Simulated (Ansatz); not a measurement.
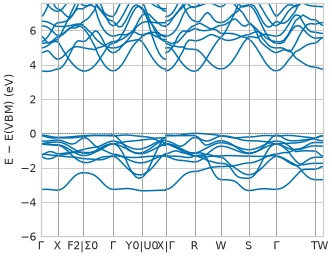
Band structure from the program Ansatz at the r²SCAN level (PAW)

Problem. Read off the gap and where the band edges lie.

Solution. About 3.6 eV (3.61 eV by a search for the band edges); maximum at R, minimum on the Γ–X line, 40 % of the way from Γ.

Problem. Which compound is it?
(A) Ba2YHO3, Immm (Pearson symbol oI14)
(B) LaHfNO2, I2_12_12_1 (Pearson symbol oI20)
(C) C, Ibam (C on 8j, C on 4a)
(D) LaZrNO2, I2_12_12_1 (Pearson symbol oI20)

Solution. A, Ba2YHO3, Immm (Pearson symbol oI14)

The start of the workflow was typed in or built on a structure type; neither database checked (COD, Materials Project) lists it. Its standing as an ambient phase is unchecked. The cell was relaxed with r²SCAN under the symmetry of its start; its stability against distortions is not shown here. The run is not spin-polarised. Scalar-relativistic: spin–orbit coupling is off unless named, which matters more the heavier the elements.

Potentials: the earlier of the program's two PAW sets. The files were generated under PBE; for other functionals the program regenerates the frozen cores, and for LDA and PBEsol the local potential too.
